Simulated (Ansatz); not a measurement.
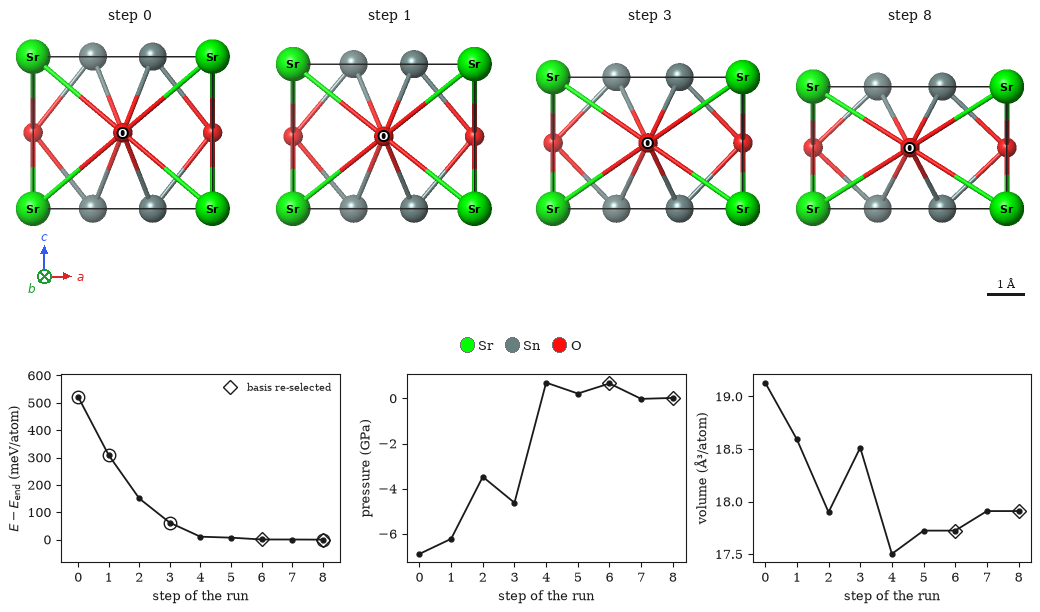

Frames of a relaxation of crystalline SrSn₂O₃ (a generated structure, set up in P6/mmm) (coarse preliminary run), marked on the history of the run. Style: ball-and-stick. Shown: the cell of the calculation, along the b axis.

All numbers below come from DFT PBE, scalar-relativistic, plane waves, PAW in Ansatz 0.2.0.

The input:
```yaml
crystal:
  lattice:
    - [5.65139424, 0.0, 0.0]
    - [-2.82569712, 4.89425098, 0.0]
    - [0.0, 0.0, 4.15014016]
  atoms:
    - { symbol: Sr, position: [0.0, 0.0, 0.0] }
    - { symbol: Sn, position: [0.66666667, 0.33333333, 0.0] }
    - { symbol: Sn, position: [0.33333333, 0.66666667, 0.0] }
    - { symbol: O, position: [0.0, 0.5, 0.5] }
    - { symbol: O, position: [0.5, 0.0, 0.5] }
    - { symbol: O, position: [0.5, 0.5, 0.5] }
basis:
  ecutwfc: 420
kpoints:
  mp_grid: { grid: [6, 6, 4] }
hamiltonian:
  xc: pbe
scf:
  occupations: { method: gaussian, width: 0.1 }
  lower_state_search: "off"
output:
  forces: true
  stress: true
  eigenvalues: true
relax:
  adjacent_minimum: "off"
  f_tol: 0.04
  max_steps: 70
  cell: { stress_tol: 0.4 }
```

Command:
```bash
ansatz run input.yaml --threads 1 --pin off --max-ram 2560MiB --backend cpu --events-out ev --progress --plain --runs-dir out
```

**What happens along the run?**

The energy falls by 522 meV per atom in 6 accepted moves (8 points after the start). All forces vanish by symmetry, so only the cell relaxes. The pressure goes from −6.89 to 0.02 GPa. At 2 points the geometry stayed and the basis and grid were re-selected for the new cell (energy shift of 6.6 meV per atom at most each time). The atoms keep their places relative to the cell (all moves are under 0.005 Å). Cell: a = b 5.651 → 6.102 Å (+8.0 %), c 4.150 → 3.332 Å (−19.7 %). Volume −6.4 %. Some distances before and after: Sr1–Sr1 4.150 → 3.332 Å, Sr1–Sn2 3.263 → 3.523 Å, Sn2–O4 2.640 → 2.425 Å, Sr1–O4 3.506 → 3.476 Å. The space group stays P6/mmm (No. 191). Cost: 80 s on 1 thread of AMD EPYC (Zen 3), with other jobs on the host, peak memory 0.44 GiB. From step 0 to 1: volume −2.8 %, energy −213 meV per atom. From step 1 to 3: volume −0.4 %, energy −247 meV per atom. From step 3 to 8: volume −3.3 %, energy −62.0 meV per atom.

Limits of the set-up: the k-point mesh is coarse for a cell with partly filled bands.
